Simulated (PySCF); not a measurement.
C₅H₁₀OSi₂

```xyz
18

C     1.5373   -0.6006    1.6867
C     1.8961    0.5320    1.1023
Si    1.4971    1.0124   -0.6773
C     0.0663   -0.0305   -1.3272
C     0.3227   -0.9853   -2.1490
O     0.5547   -1.8486   -2.8996
Si   -1.7223    0.2753   -0.8006
C    -2.1058   -0.6812    0.7947
H     0.9612   -1.3472    1.1629
H     1.7994   -0.8399    2.7068
H     2.4802    1.2418    1.6763
H     1.0766    2.4199   -0.7129
H     2.6910    0.8189   -1.5102
H    -2.6326   -0.1584   -1.8682
H    -1.8688    1.7177   -0.5711
H    -1.9634   -1.7502    0.6592
H    -1.4636   -0.3624    1.6108
H    -3.1346   -0.5247    1.1049
```

Geometry: GFN2-xTB.

Theory: PySCF 2.14.0, PBE0/pcSseg-1, SCF density, gas phase, non-relativistic.

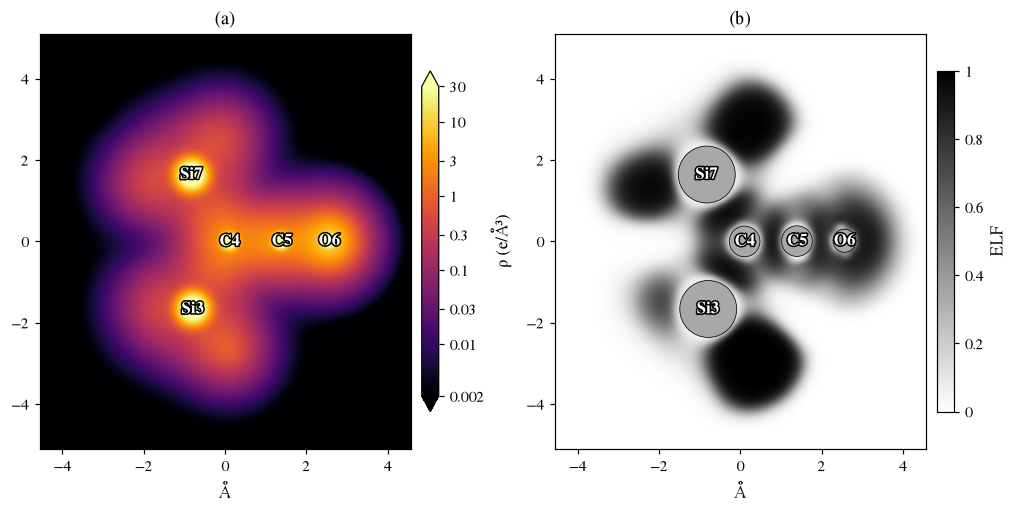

Figure 1. (a) electron density; (b) electron localisation function on the plane of atoms Si3, C4 and C5. Grey discs cover the atomic cores in the ELF map.

Question: What do the fields say about this system?

Answer: The plane passes through Si, C and O nuclei.
C–O (1.17 Å): the density is about 3.6 e/Å³ at the midpoint; the ELF peaks at about 0.85 between the atoms: a multiple bond.
C–C (1.29 Å): ρ at the midpoint is about 2.4 e/Å³; the ELF peaks at about 0.90 between the atoms: a short, multiple covalent bond.
C–Si (1.89 Å): ρ is about 0.84 e/Å³ halfway; the ELF peaks at about 0.95 between the atoms; a shared electron pair.
The ELF also peaks beside O6, away from the bonds: lone-pair regions.

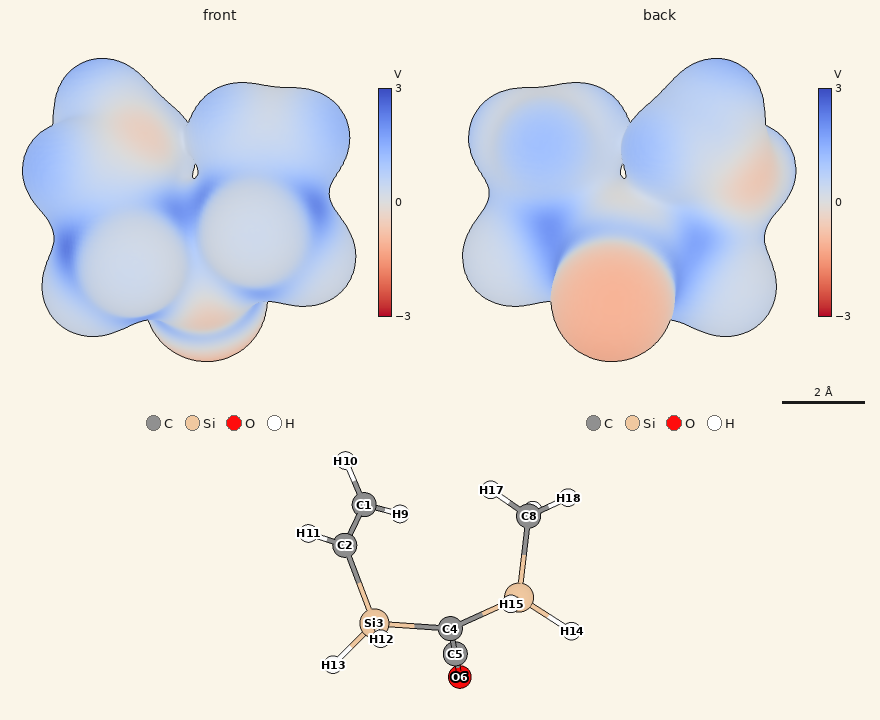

Figure 2. The molecular electrostatic potential painted on the density surface at 0.004 e/bohr³, seen from the front and from behind; red is negative and blue positive. The bare structure is drawn below in the same view.

Question: Where is the surface potential most negative and most positive?

Answer: The most negative region (about −1.1 V) lies over O6, the most positive (about +2.0 V) over Si3 and Si7. O6 is the likeliest acceptor of a hydrogen bond.
